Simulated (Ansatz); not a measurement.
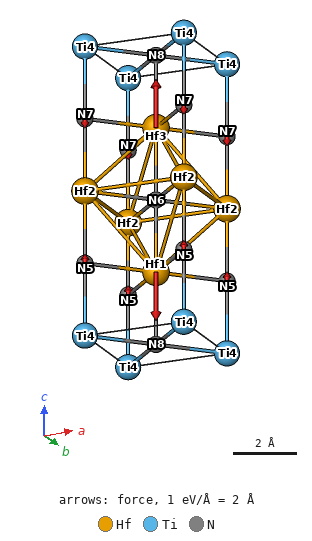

Starting geometry of solid Hf₃TiN₄ (a generated structure, set up in P4/mmm) (coarse preliminary run) with the computed forces as red arrows. The picture is a ball-and-stick view of the cell of the calculation, seen from a free direction.

These are results of Ansatz 0.2.0, DFT PBE, scalar-relativistic, plane waves, PAW, not measurements.

Input
```yaml
crystal:
  lattice:
    - [3.43183163, 0.0, 0.0]
    - [0.0, 3.43183163, 0.0]
    - [0.0, 0.0, 9.70668566]
  atoms:
    - { symbol: Hf, position: [0.5, 0.5, 0.25] }
    - { symbol: Hf, position: [0.0, 0.0, 0.5] }
    - { symbol: Hf, position: [0.5, 0.5, 0.75] }
    - { symbol: Ti, position: [0.0, 0.0, 0.0], spin: 1.0 }
    - { symbol: "N", position: [0.0, 0.0, 0.25] }
    - { symbol: "N", position: [0.5, 0.5, 0.5] }
    - { symbol: "N", position: [0.0, 0.0, 0.75] }
    - { symbol: "N", position: [0.5, 0.5, 0.0] }
basis:
  ecutwfc: 420
kpoints:
  mp_grid: { grid: [6, 6, 2] }
hamiltonian:
  xc: pbe
scf:
  occupations: { method: gaussian, width: 0.1 }
  lower_state_search: "off"
output:
  forces: true
  stress: true
  eigenvalues: true
  populations: true
magnetization:
  spin_polarized: true
relax:
  adjacent_minimum: "off"
  f_tol: 0.04
  max_steps: 70
  cell: { stress_tol: 0.4 }
```

Launched with:
```bash
ansatz run input.yaml --threads 1 --pin off --max-ram 2560MiB --backend cpu --events-out ev --progress --plain --runs-dir out
```

Question: Is this structure relaxed? If not, where do the atoms go?

Answer: It isn't relaxed: the largest force vector, on Hf atoms, is 0.83 eV/Å. The atoms end up moving mostly along the starting forces (cosine between the two patterns 0.87). The largest moves relative to the cell, 0.095 Å, are those of Hf1 and Hf3. Hf1 goes along −c. Largest moves by element: Hf 0.095 Å, N 0.032 Å. Ti stays in place. The drawn cell changes as follows: a = b 3.432 → 3.176 Å (−7.5 %), c 9.707 → 8.991 Å (−7.4 %); the volume changes by −20.7 %. Among the contacts that change: Hf1–Ti4 3.432 → 3.111 Å, Hf1–N8 2.427 → 2.152 Å, Hf1–Hf1 3.432 → 3.176 Å, Ti4–Ti4 3.432 → 3.176 Å. Bond angles that change, for instance: Hf3–N7–Hf3 180.0° → 176.8°. The space group stays P4/mmm (No. 123). After 4 accepted moves (5 points after the start) the energy has fallen by 3.504 eV per cell of the calculation. Largest force component: 0.83 eV/Å at the start, 0.009 eV/Å at the end. Pressure: −37.02 GPa at the start and −0.29 GPa at the end. At 1 point the geometry stayed and the basis and grid were re-selected for the new cell (energy shift of 22.9 meV per cell of the calculation at most each time). The program noted that the starting moments weren't kept. The run took 6.6 min on 1 thread of AMD EPYC (Zen 3), with other jobs on the host, peak memory 0.62 GiB.
